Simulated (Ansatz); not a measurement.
# How Cr(100) screens a field, part 2 of 3

Where does the screening charge of Cr(100) sit?

Ansatz 0.2.0; plane-wave DFT, PBE, Ansatz PAW (the session's first sound run).

So far. Step 5 (Atoms held, field 0.1 V/Å): The dipole is 0.0440 e·Å.

## 6. Atoms held, field -0.1 V/Å

input.yaml

```yaml
crystal:
  lattice:
    - [2.88, 0.0, 0.0]
    - [0.0, 2.88, 0.0]
    - [0.0, 0.0, 23.76]
  atoms:
    - { symbol: Cr, position: [0.0, 0.0, 0.3787878788], spin: 2.0 }
    - { symbol: Cr, position: [0.5, 0.5, 0.4393939394], spin: -2.0 }
    - { symbol: Cr, position: [0.0, 0.0, 0.5], spin: 2.0 }
    - { symbol: Cr, position: [0.5, 0.5, 0.5606060606], spin: -2.0 }
    - { symbol: Cr, position: [0.0, 0.0, 0.6212121212], spin: 2.0 }
magnetization:
  spin_polarized: true
kpoints:
  mp_grid: { grid: [18, 18, 1] }
hamiltonian:
  xc: pbe
scf:
  occupations: { method: fermi_dirac, width: 0.1 }
  convergence: { dr2_threshold: 1.0e-10 }
efield:
  axis: 3
  dipole_correction: true
  ramp_position: 0.97
  ramp_width: 0.06
  amplitude: -0.1
output:
  forces: true
  write_potential: true
  write_density: true
  volumetric_format: npy
```

Launch:

```console
$ ansatz run input.yaml --threads 4 --pin off --max-ram 6144MiB --backend cpu --events-out ev --progress --plain --runs-dir out
```

Numbers of over 12 decimals in the logs are rounded to 6 here.

Output:

```text
[...]
Crystal: 5 atoms, lattice volume = 197.075 Å³
Basis set: ecut = 420 eV, 3843 PW (Γ), exchange–correlation on 40×40×320 points (8 copies of the dense FFT grid, shifted against one another)
Bands: 48, of which v1, the nominal top of the filled ones, is band 35 counted from 1 (34 counted from 0)
Symmetry: 8 space group operations
k-points: 55 of 324
[...]
k-point 0 ↑: bands = [... 31 lower, 2.3112, 2.3475, 2.3475, 2.3737, 2.3737, 2.5846, 2.9357, 3.1192, ... 9 higher]
  k-point 1 ↑: bands = [... 31 lower, 2.2992, 2.3391, 2.3562, 2.4317, 2.5345, 2.6176, 2.9593, 3.1996, ... 9 higher]
  k-point 2 ↑: bands = [... 31 lower, 2.1358, 2.2899, 2.3653, 2.6067, 2.6566, 2.7551, 2.9735, 2.9870, ... 9 higher]
  k-point 54 ↓: bands = [... 31 lower, 3.1666, 3.1666, 4.1984, 4.2269, 4.4523, 4.5153, 4.8237, 5.3692, ... 9 higher]
[key lines of the parts left out:]
SCF converged after 19 iterations
Magnetization: 4.0460 μB (37.0230 up, 32.9770 down)
Free energy (F): -16885.527809 eV
Fermi energy:    3.229274 eV
Dipole field:    D = -0.040419 V/Å  (p = -0.044020 e·Å, saw-weighted, corrected)
```

It took 66 s on 4 threads of Arm Neoverse V1, shared host; peak memory 1 GiB.

The dipole is -0.0440 e·Å.

## 7. Single point, field 0.2 V/Å

input.yaml, as its differences from that of step 6:

```diff
@@ -25,3 +25,3 @@
   ramp_width: 0.06
-  amplitude: -0.1
+  amplitude: 0.2
 output:
```

Output:

```text
[...]
Crystal: 5 atoms, lattice volume = 197.075 Å³
Basis set: ecut = 420 eV, 3843 PW (Γ), exchange–correlation on 40×40×320 points (8 copies of the dense FFT grid, shifted against one another)
Bands: 48, of which v1, the nominal top of the filled ones, is band 35 counted from 1 (34 counted from 0)
Symmetry: 8 space group operations
k-points: 55 of 324
[...]
k-point 0 ↑: bands = [... 31 lower, 2.3078, 2.3443, 2.3443, 2.3704, 2.3704, 2.5812, 2.9323, 3.1159, ... 9 higher]
  k-point 1 ↑: bands = [... 31 lower, 2.2959, 2.3357, 2.3529, 2.4265, 2.5350, 2.6143, 2.9560, 3.1962, ... 9 higher]
  k-point 2 ↑: bands = [... 31 lower, 2.1327, 2.2865, 2.3620, 2.6007, 2.6532, 2.7551, 2.9702, 2.9837, ... 9 higher]
  k-point 54 ↓: bands = [... 31 lower, 3.1633, 3.1633, 4.1950, 4.2236, 4.4489, 4.5120, 4.8203, 5.3659, ... 9 higher]
[key lines of the parts left out:]
SCF converged after 19 iterations
Magnetization: 4.0457 μB (37.0229 up, 32.9771 down)
Free energy (F): -16885.534413 eV
Fermi energy:    3.225980 eV
Dipole field:    D = 0.080874 V/Å  (p = 0.088080 e·Å, saw-weighted, corrected)
```

Wall time 74 s (4 threads); peak memory 0.99 GiB.

The dipole is 0.0881 e·Å.

## 8. Single point, field -0.2 V/Å

input.yaml, as its differences from that of step 7:

```diff
@@ -25,3 +25,3 @@
   ramp_width: 0.06
-  amplitude: 0.2
+  amplitude: -0.2
 output:
```

Output:

```text
[...]
Crystal: 5 atoms, lattice volume = 197.075 Å³
Basis set: ecut = 420 eV, 3843 PW (Γ), exchange–correlation on 40×40×320 points (8 copies of the dense FFT grid, shifted against one another)
Bands: 48, of which v1, the nominal top of the filled ones, is band 35 counted from 1 (34 counted from 0)
Symmetry: 8 space group operations
k-points: 55 of 324
[...]
k-point 0 ↑: bands = [... 31 lower, 2.3078, 2.3443, 2.3443, 2.3704, 2.3704, 2.5812, 2.9323, 3.1159, ... 9 higher]
  k-point 1 ↑: bands = [... 31 lower, 2.2959, 2.3357, 2.3529, 2.4265, 2.5350, 2.6143, 2.9560, 3.1962, ... 9 higher]
  k-point 2 ↑: bands = [... 31 lower, 2.1327, 2.2865, 2.3620, 2.6007, 2.6532, 2.7551, 2.9702, 2.9837, ... 9 higher]
  k-point 54 ↓: bands = [... 31 lower, 3.1633, 3.1633, 4.1950, 4.2236, 4.4489, 4.5120, 4.8203, 5.3659, ... 9 higher]
[key lines of the parts left out:]
SCF converged after 18 iterations
Magnetization: 4.0457 μB (37.0229 up, 32.9771 down)
Free energy (F): -16885.534413 eV
Fermi energy:    3.225982 eV
Dipole field:    D = -0.080873 V/Å  (p = -0.088080 e·Å, saw-weighted, corrected)
```

The job ended after 72 s (4 threads; peak memory 0.99 GiB; 4.5 min of CPU time).

The dipole is -0.0881 e·Å.

## 9. Atoms held, field 0.4 V/Å

input.yaml, as its differences from that of step 8:

```diff
@@ -25,3 +25,3 @@
   ramp_width: 0.06
-  amplitude: -0.2
+  amplitude: 0.4
 output:
@@ -31 +31,2 @@
   volumetric_format: npy
+  elf: true
```

Output:

```text
[...]
Crystal: 5 atoms, lattice volume = 197.075 Å³
Basis set: ecut = 420 eV, 3843 PW (Γ), exchange–correlation on 40×40×320 points (8 copies of the dense FFT grid, shifted against one another)
Bands: 48, of which v1, the nominal top of the filled ones, is band 35 counted from 1 (34 counted from 0)
Symmetry: 8 space group operations
k-points: 55 of 324
[...]
k-point 0 ↑: bands = [... 31 lower, 2.3161, 2.3308, 2.3308, 2.3566, 2.3566, 2.5674, 2.9185, 3.1021, ... 9 higher]
  k-point 1 ↑: bands = [... 31 lower, 2.2822, 2.3216, 2.3391, 2.4064, 2.5351, 2.6005, 2.9421, 3.1824, ... 9 higher]
  k-point 2 ↑: bands = [... 31 lower, 2.1195, 2.2725, 2.3481, 2.5771, 2.6394, 2.7539, 2.9563, 2.9699, ... 9 higher]
  k-point 54 ↓: bands = [... 31 lower, 3.1494, 3.1494, 4.1807, 4.2103, 4.4349, 4.4982, 4.8063, 5.3522, ... 9 higher]
[key lines of the parts left out:]
SCF converged after 19 iterations
Magnetization: 4.0448 μB (37.0224 up, 32.9776 down)
Free energy (F): -16885.560863 eV
Fermi energy:    3.212351 eV
Dipole field:    D = 0.162073 V/Å  (p = 0.176514 e·Å, saw-weighted, corrected)
```

It took 77 s on 4 threads; peak memory 0.99 GiB.

Running mean over 1.44 Å of the planar mean, with the applied field; the ramp of the sawtooth is left out. Electron's electrostatic potential energy less the Fermi level against z:

| z (Å) | electron's electrostatic potential energy less the Fermi level (eV) |
| --- | --- |
| 3 | 2.11 |
| 4 | 2.51 |
| 5 | 2.90 |
| 6 | 3.21 |
| 7 | 2.99 |
| 8 | -1.37 |
| 9 | -8.93 |
| 10 | -9.82 |
| 11 | -9.87 |
| 12 | -9.84 |
| 13 | -9.88 |
| 14 | -9.78 |
| 15 | -7.83 |
| 16 | 0.540 |
| 17 | 3.58 |
| 18 | 4.24 |
| 19 | 4.66 |
| 20 | 5.06 |

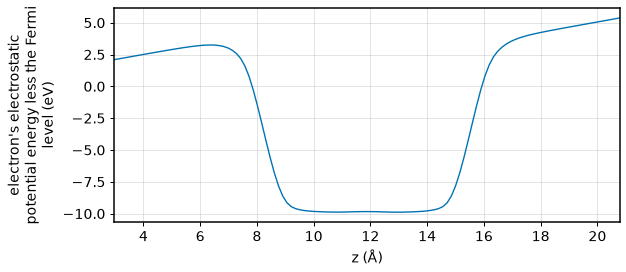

Electron's electrostatic potential energy less the Fermi level, plotted against z.

The dipole is 0.177 e·Å.

## 10. The response

This step: plane-wave DFT, PBE, Ansatz PAW; screening of a field by a metal slab (Ansatz 0.2.0).

The dipoles give the slope, and the difference of two potentials shows where the field is screened.

Numbers from this step:

```yaml
equivalent_conductor_thickness_p_eps_0ae: 9.603 Å
distance_between_the_outer_atoms: 5.760 Å
image_plane_upper_face: 1.882 Å
induced_electrons_on_the_upper_face_over_eps_0e: -1.007
image_plane_lower_face: 1.882 Å
induced_electrons_on_the_lower_face_over_eps_0e: 1.007
```

Table of dipole of the cell by applied field:

| applied field (V/Å) | dipole of the cell (e·Å) |
| --- | --- |
| -0.200 | -0.0881 |
| -0.100 | -0.0440 |
| -0.050 | -0.0220 |
| 0.000 | 9.6e-7 |
| 0.050 | 0.0220 |
| 0.100 | 0.0440 |
| 0.200 | 0.0881 |
| 0.400 | 0.177 |

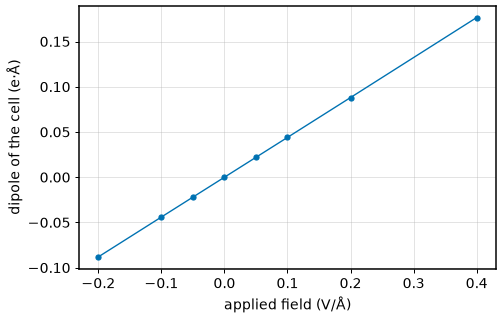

Dipole of the cell, plotted against applied field.

The total moment stays at 4.05 μB for applied field from -0.2 to 0.4 V/Å.

Local field over the applied field, running mean. From the potentials at -0.05 and 0.05 V/Å; running mean over 1.44 Å. Table of local field over applied field by z:

| z (Å) | local field over applied field |
| --- | --- |
| 5 | 0.978 |
| 6 | 0.899 |
| 7 | 0.615 |
| 8 | 0.125 |
| 9 | -0.0336 |
| 10 | 0.00837 |
| 11 | -0.00459 |
| 12 | -0.00997 |
| 13 | -9.5e-4 |
| 14 | 0.00494 |
| 15 | -0.0358 |
| 16 | 0.233 |
| 17 | 0.710 |
| 18 | 0.929 |
| 19 | 0.986 |

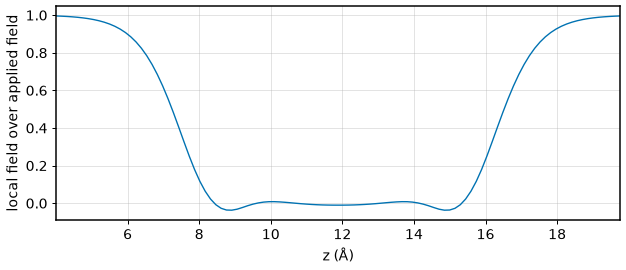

Local field over applied field against z.

Electrons, planar mean, per unit field. Table of induced electron density by z:

| z (Å) | induced electron density (e/Å³ per V/Å) |
| --- | --- |
| 5 | 1.6e-4 |
| 6 | 7.1e-4 |
| 7 | 0.00249 |
| 8 | 0.00298 |
| 9 | -6.4e-4 |
| 10 | 1.2e-5 |
| 11 | 1.1e-4 |
| 12 | 2.4e-5 |
| 13 | -2.1e-4 |
| 14 | 8.7e-5 |
| 15 | 7.1e-4 |
| 16 | -0.00343 |
| 17 | -0.00194 |
| 18 | -5.0e-4 |
| 19 | -1.1e-4 |

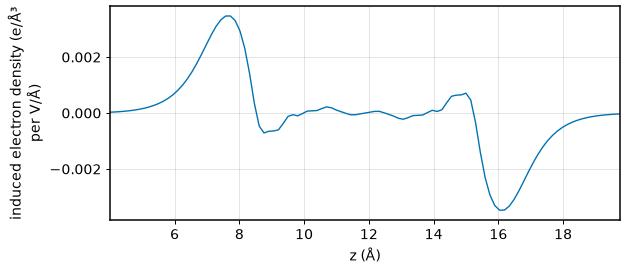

Induced electron density against z.

By hand: between -0.05 and 0.05 V/Å the dipole changes by 0.04401 e·Å, a slope of 0.4401 e·Å²/V. A perfect conductor of thickness t has p = ε₀AEt, so t = 180.95 × 0.4401 / 8.294 = 9.60 Å (e/ε₀ = 180.95 V·Å, A in Å²). Less the 5.76 Å between the outer atoms, and halved, that puts each image plane 1.92 Å out.

The induced dipole is that of a conductor 9.60 Å thick.

## 11. A changed input: efield.amplitude = -0.3

This step: plane-wave DFT, PBE, Ansatz PAW (Ansatz 0.2.0).

A run with a changed input: it repeats the earlier run at 0.05 V/Å with efield.amplitude from 0.05 to -0.3.

input.yaml, as its differences from that of step 9:

```diff
@@ -25,3 +25,3 @@
   ramp_width: 0.06
-  amplitude: 0.4
+  amplitude: -0.3
 output:
@@ -31,2 +31 @@
   volumetric_format: npy
-  elf: true
```

Output:

```text
[...]
Crystal: 5 atoms, lattice volume = 197.075 Å³
Basis set: ecut = 420 eV, 3843 PW (Γ), exchange–correlation on 40×40×320 points (8 copies of the dense FFT grid, shifted against one another)
Bands: 48, of which v1, the nominal top of the filled ones, is band 35 counted from 1 (34 counted from 0)
Symmetry: 8 space group operations
k-points: 55 of 324
[...]
Starting moments: Σ|m| = 10 μB on 5 of 5 sites
[...]
SCF iter   1: F=—  HF=-16896.437412 eV  |F-HF|=—  |Δ(HF+E_count)|=         —  Δρ=7.43e-2 (↑7.18e-2 ↓7.43e-2)  dr2=3.56e1  dr2_m=3.49e0  M=2.391 μB ∫|m|=5.041 μB  β_m=1.00  ethr=3.10e-3  p=-0.122 e·Å  D=-1.12e-1 V/Å  ΔV_dip=2.67 eV  dr2_dipole=1.07e-4  V_vac-E_F(+/−)=4.20/8.09 eV  ⟨swp⟩=10.1  Hψ=25617  notcnv=0
[...]
SCF iter  18: F=-16885.545428 eV  HF=-16885.545428 eV  |F-HF|=7.64e-11  |Δ(HF+E_count)|=  6.37e-10  Δρ=1.02e-7 (↑1.02e-7 ↓6.16e-8)  dr2=4.30e-11  dr2_m=6.16e-12  M=4.045 μB ∫|m|=10.781 μB  ethr=1.00e-12  p=-0.132 e·Å  D=-1.21e-1 V/Å  ΔV_dip=2.88 eV  dr2_dipole=2.07e-13  V_vac-E_F(+/−)=1.82/5.49 eV  ⟨swp⟩=8.0  Hψ=27510  notcnv=0
SCF 1 converged in 18 iterations: F = -16885.545428 eV  dr2 = 4.30e-11
[...]
SCF converged after 18 iterations
Magnetization: 4.0454 μB (37.0227 up, 32.9773 down)
Absolute magnetization: 10.7811 μB (∫|ρ↑−ρ↓|, with the PAW one-centre terms)
[...]
Per-site moments (μB) at R_I (Å): [(2.589729, 1.028838), (-1.545508, 1.028838), (1.252361, 1.028838), (-1.540136, 1.028838), (2.594303, 1.028838)]
Free energy (F): -16885.545428 eV
[...]
Internal energy: -16885.424909 eV  (E = F + TS)
E sigma→0 (E₀):  -16885.485168 eV
Entropy (-TS):   -0.120519 eV (-24.104 meV/atom)
Fermi energy:    3.220390 eV
Dipole field:    D = -0.121409 V/Å  (p = -0.132227 e·Å, saw-weighted, corrected)
Work function:   not extracted (applied field tilts the vacuum); planar V_es + V_field profile in the machine report
[...]
--- Forces (eV/Å), atoms counted from 1 ---
  atom   1  Cr     0.00000000     0.00000000     0.42632828
  atom   2  Cr    -0.00000000    -0.00000000    -0.50576445
  atom   3  Cr    -0.00000000    -0.00000000    -0.00104173
  atom   4  Cr     0.00000000     0.00000000     0.50781864
  atom   5  Cr    -0.00000000     0.00000000    -0.42733704
  max |Σ_I F_I| component: 3.69e-6 eV/Å
--- Band table (eV; the first three rows and the last of 110) ---
  k-point 0 ↑: bands = [... 31 lower, 2.3025, 2.3388, 2.3388, 2.3648, 2.3648, 2.5756, 2.9266, 3.1103, ... 9 higher]
  k-point 1 ↑: bands = [... 31 lower, 2.2903, 2.3299, 2.3472, 2.4180, 2.5354, 2.6086, 2.9503, 3.1906, ... 9 higher]
  k-point 2 ↑: bands = [... 31 lower, 2.1273, 2.2808, 2.3563, 2.5907, 2.6476, 2.7549, 2.9645, 2.9780, ... 9 higher]
  k-point 54 ↓: bands = [... 31 lower, 3.1576, 3.1576, 4.1891, 4.2181, 4.4432, 4.5063, 4.8146, 5.3603, ... 9 higher]
```

Elapsed: 72 s, on 4 threads; peak memory 0.99 GiB.

This step gave:

| Quantity | Value |
| --- | --- |
| energy at zero smearing | -16885.4852 eV |
| site moments | 2.590, -1.546, 1.252, -1.540, 2.594 μB |
| dipole along the normal | -0.1322 e·Å |

Force by atom:

| atom | x (eV/Å) | y (eV/Å) | z (eV/Å) | size |
| --- | --- | --- | --- | --- |
| Cr1 | 0.000 | 0.000 | 0.426 | 0.426 |
| Cr2 | 0.000 | 0.000 | -0.506 | 0.506 |
| Cr3 | 0.000 | 0.000 | -0.001 | 0.001 |
| Cr4 | 0.000 | 0.000 | 0.508 | 0.508 |
| Cr5 | 0.000 | 0.000 | -0.427 | 0.427 |

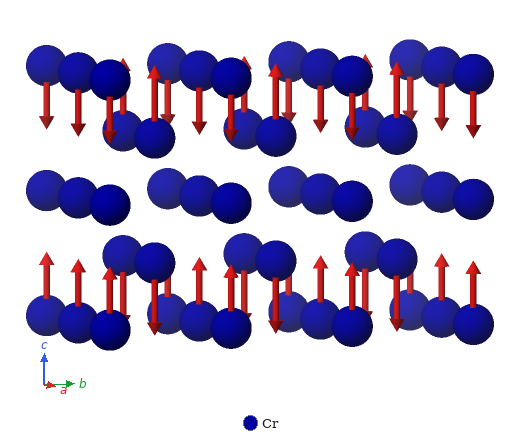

Force as arrows, the longest 0.508 eV/Å. 2×3×1 cells are drawn. Some periodic images of atoms are drawn too.

| quantity | this run | earlier run | difference |
| --- | --- | --- | --- |
| dipole along the normal (e·Å) | -0.1322 | 0.02201 | -0.15 |
| total moment (μB) | 4.045 | 4.046 | -6.5e-4 |

The applied field differs, and the slope found earlier predicts a dipole of -0.132 e·Å; this run gives -0.132 e·Å, in line with it.

(Part 2 of 3 ends here.)

[Logs are printed without paths, hosts, clocks, repeated set-up lines and the standing remarks that a program may print on its own settings, such as how far it seeks lower states.]

[Hosts, paths, dates, database ids (printed as entryN), source tags and the programs' standing remarks are cut or masked in the printed files.]

[Maps of the electrostatic potential energy from Ansatz leave out the sawtooth potential of an applied field or a dipole correction, so their vacuum need not be flat; planar profiles and work functions include it.]
